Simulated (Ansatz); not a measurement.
Fields on a plane of Lu (hcp, Mg type)

```xyz
2
Lattice="3.5071 0.0000 0.0000 -1.7535 3.0372 0.0000 0.0000 0.0000 5.4621" Properties=species:S:1:pos:R:3 pbc="T T T"
Lu     0.0000     2.0248     4.0966
Lu     1.7535     1.0124     1.3655
```

The slice is a (0001) plane (indices of the conventional cell) through the point (0.333, 0.667, 0.750) (fractional), spanned by u = [110] and v = [1 -1 0] in vectors of this cell: u (3.51 Å) and v (6.07 Å, at 90° to u). It covers one period; positions are fractions (u, v).

Atoms on it: Lu at (0.00, 0.00); Lu at (0.50, 0.50).

Level of theory: PBE (plane waves to 420 eV, PAW, scalar-relativistic; Ansatz, a program for electronic structure). k mesh 15×15×9. Inside the PAW spheres the values are not all-electron values, and peaks at nuclei hang on which shells count as valence. Lu is run without spin polarisation. Lu was relaxed with its symmetry unable to fall. The PAW data are Ansatz's earlier set.

```
|xxx95101310159xx|
|xx9830034300389x|
|9984101565101489|
|6531013676310135|
|1100025777520001|
|0000135666531000|
|0011222222222110|
|2221100000001122|
|3210000111000012|
|3210013565310012|
|2100158999851001|
|2100389xxx983001|
|110159xxxxx95101|
|210169xxxxx96101|
|310159xxxxx95101|
|4300389xxx983003|
|6510148999841015|
|7631013565310136|
|7752000111000257|
|6653100000001356|
|2222211000112222|
|0000112222211000|
|1100001232100001|
|6531001232100135|
|9985100121001589|
|xx9830012100389x|
|xxx95101110159xx|
|xxx96101210169xx|
```
Scale: ten equal steps from 0.09 (start of '0') to 0.84 (end of '9'), in the order '0123456789'. Values: electron localisation function (ELF). The map has 16 points along u (one character each, u = 0 at the left) and 28 along v (v = 0 in the bottom row). Points within 0.5 Å of a nucleus are blanked (x), as the pseudised field means little there.

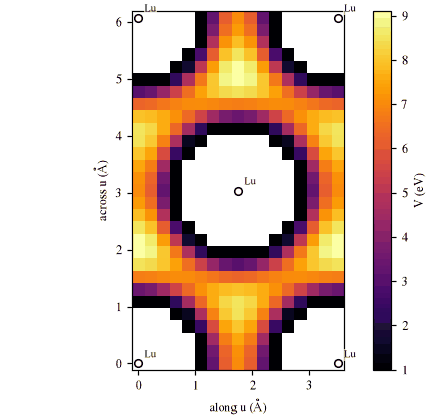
Figure. Electrostatic potential energy of an electron, from the cell's mean, in eV, one period of the plane, atoms marked. Points within 1 Å of a nucleus are left white, as the pseudised field means little there. Values under 1 eV are set to 1. The zero, the cell's mean, hangs on the PAW cores.

* **Density on the Lu–Lu line (3.51 Å) at its midpoint**: 0.11 e/Å³
* **ELF at that point**: 0.26
